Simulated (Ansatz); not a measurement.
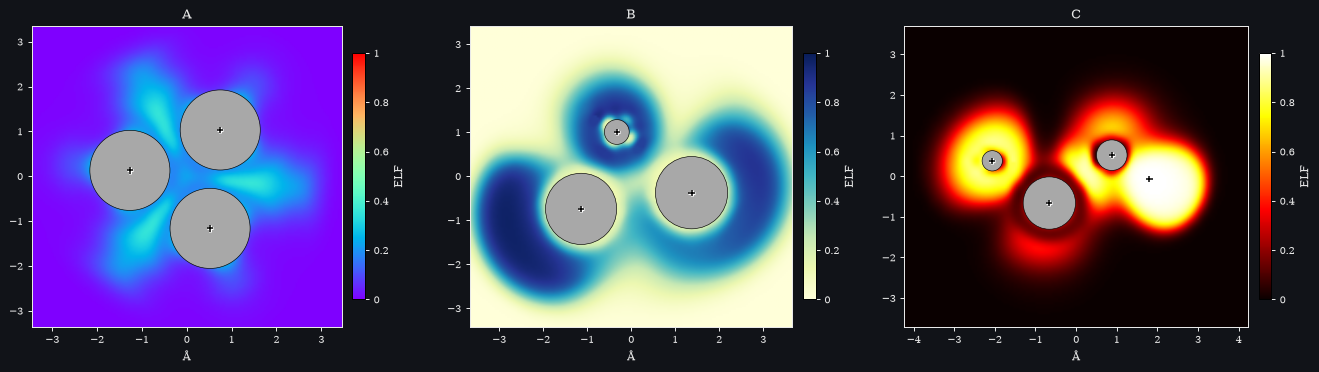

The electron localisation function of 3 systems, each on a plane through atoms (crosses mark nuclei in the plane; grey discs cover the cores).

Computed with RKS PBE0-D4/def2-TZVP in Ansatz 0.2.0.

System 1: CH5FGe (GeH2MeF), the plane of atoms Ge1, C4 and H5. Geometry: r2SCAN-D4/def2-TZVP.

| atom | x (Å) | y (Å) | z (Å) |
| --- | --- | --- | --- |
| Ge | 0.4796 | -0.6742 | 0.3455 |
| H | 0.4292 | -0.7932 | 1.8752 |
| H | 1.9138 | -0.7981 | -0.1880 |
| C | -0.4746 | 0.8641 | -0.3431 |
| H | -0.0188 | 1.7888 | 0.0160 |
| H | -1.5129 | 0.8321 | -0.0119 |
| H | -0.4491 | 0.8593 | -1.4331 |
| F | -0.3673 | -2.0789 | -0.2606 |

System 2: Ni3, the molecular plane. Geometry: PBE0-D4/def2-TZVP.

```yaml
atoms:
  - { symbol: Ni, position_ang: [0.6058, -0.7393, -0.8423] }
  - { symbol: Ni, position_ang: [-1.2479, -0.1564, 0.2033] }
  - { symbol: Ni, position_ang: [0.6422, 0.8957, 0.6390] }
```

System 3: Ge3O2, the plane of atoms Ge2, Ge1 and O5. Geometry: B3LYP-D4/def2-SVP.

```xyz
5

Ge    1.4524    0.2761    0.5473
Ge   -0.1707    0.7685   -1.3381
Ge   -1.3436   -0.7660    0.3056
O     0.4363   -1.0887   -0.3539
O    -0.3745    0.8101    0.8391
```

Question: Match each panel to its system.

Answer: Panel A is system 2, Ni3: the plane holds Ni. Ni–Ni (2.21 Å): the ELF is about 0.25 at the midpoint. Panel B is system 3, Ge3O2: the plane holds Ge and O. Ge–O (1.93 Å): the ELF peaks at about 0.85 in the valence shell of O, 0.6 Å from its nucleus, and is about 0.35 at the midpoint. Panel C is system 1, CH5FGe: the plane holds Ge, C, H and F. Ge–F (1.75 Å): the ELF peaks at about 0.80 in the valence shell of F, 0.5 Å from its nucleus, and is about 0.25 at the midpoint.
